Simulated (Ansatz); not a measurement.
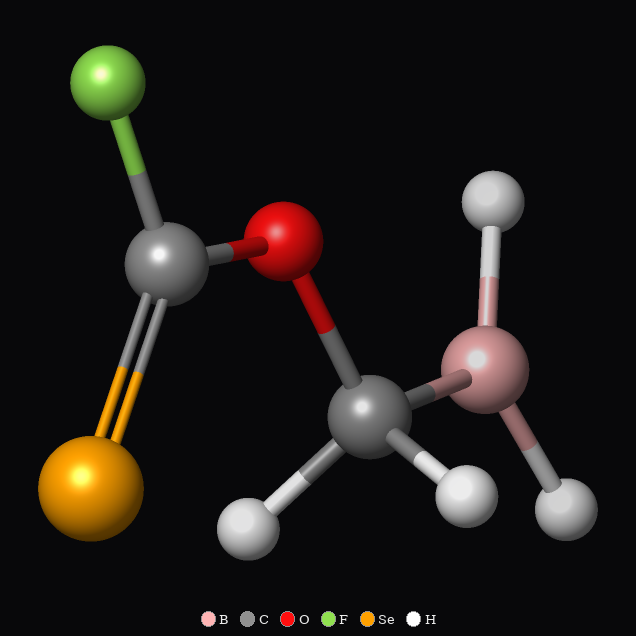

The geometry was computed by an optimisation with PBE-D4/def2-SVP. No frequency run is at hand to confirm it as a minimum.

Draw it as a skeletal formula.

SMILES: BCOC(F)=[Se]

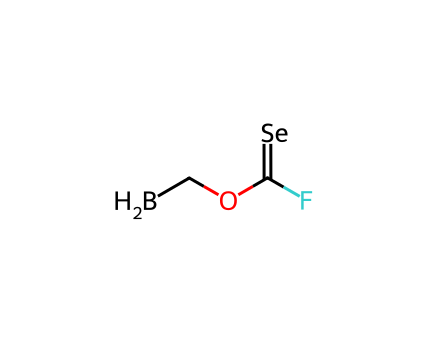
